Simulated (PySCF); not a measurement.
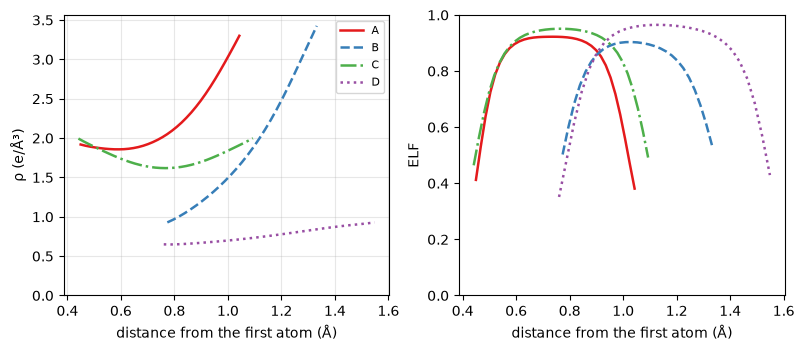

C₅H₁₅NP₂Si (SMILES CN(C1CCC1)[SiH](P)P). Total electron density and ELF along straight lines between neighbouring atoms. The curves leave out the atomic cores.

Geometry: GFN2-xTB.

These are results of PBE0/pcSseg-1, SCF density, gas phase, non-relativistic (PySCF), not measurements.

The calculation's input:

```
{"job": {"kind": "nmr", "xc": "PBE0", "basis": "pcSseg-1"}, "charge": 0, "multiplicity": 1}
C      0.532941    -2.247870     0.507576
N      0.208654    -0.975669    -0.093657
C     -1.167691    -0.595255     0.077273
C     -1.521270     0.393810     1.210506
C     -2.426978     1.152889     0.231989
C     -1.804416     0.371276    -0.934395
Si     1.409354     0.074531    -0.733682
P      1.432696     2.110707     0.260353
P      3.396649    -0.949208    -0.459052
H      0.329342    -2.244070     1.582611
H      1.588409    -2.469592     0.354324
H     -0.054107    -3.045932     0.043639
H     -1.760251    -1.511623     0.157968
H     -1.998449    -0.027765     2.092765
H     -0.653311     0.979443     1.513950
H     -2.294371     2.231939     0.204487
H     -3.482557     0.930368     0.373624
H     -2.494823    -0.077380    -1.645571
H     -1.064051     0.948967    -1.479716
H      1.245559     0.173146    -2.203175
H      2.454894     2.601919    -0.534667
H      0.458517     2.665433    -0.548496
H      3.523484    -0.622911     0.878284
H      4.130038     0.152613    -0.849381
```

Launched as:

```sh
OMP_NUM_THREADS=1 python probes_run.py task.json out
```

> Which curve belongs to which contact (C–C, C–N, Si–N and Si–P)? The first atom named is at distance zero.

Curve A: C–N (1.44 Å): ρ at the midpoint is about 1.9 e/Å³; the ELF peaks at about 0.90 between the atoms (a shared electron pair). Curve B: Si–N (1.72 Å): ρ is about 1.1 e/Å³ halfway; the ELF peaks at about 0.90 between the atoms (a polar covalent bond). Curve C: C–C (1.53 Å): ρ is about 1.6 e/Å³ halfway; the ELF peaks at about 0.95 between the atoms (localised, covalent bonding). Curve D: Si–P (2.25 Å): ρ at the midpoint is about 0.75 e/Å³, with its minimum of 0.65 e/Å³ about 0.8 Å from Si; the ELF peaks at about 0.95 between the atoms (a covalent bond).
